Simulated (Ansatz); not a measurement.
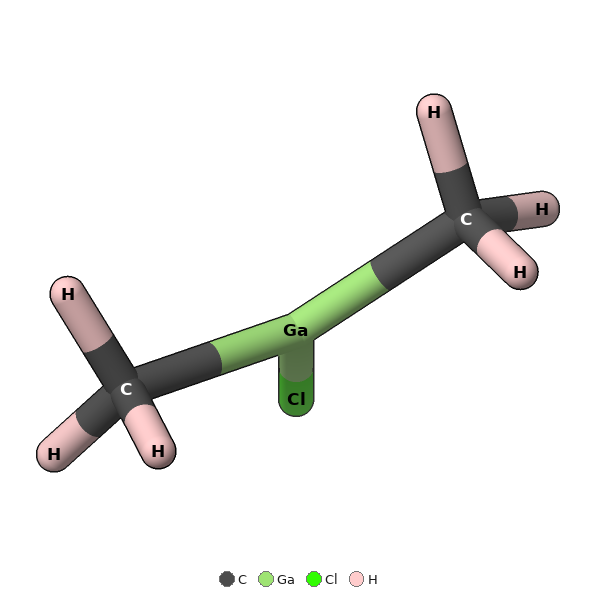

The computed geometry is a stationary point of PBE0-D4/def2-TZVP, a saddle point of order 2. Program: Ansatz 0.2.0.

Tabulate dipole (D) at these levels: B3LYP-D4/def2-TZVPP; PBE-D4/def2-TZVPP; PBE0-D4/def2-TZVP; r2SCAN-D4/def2-TZVPP; ωB97M-V/def2-TZVPP.

```json
{"level": "B3LYP-D4/def2-TZVPP", "dipole (D)": "2.81"}
{"level": "PBE-D4/def2-TZVPP", "dipole (D)": "2.74"}
{"level": "PBE0-D4/def2-TZVP", "dipole (D)": "2.84"}
{"level": "r2SCAN-D4/def2-TZVPP", "dipole (D)": "2.84"}
{"level": "ωB97M-V/def2-TZVPP", "dipole (D)": "2.82"}
```
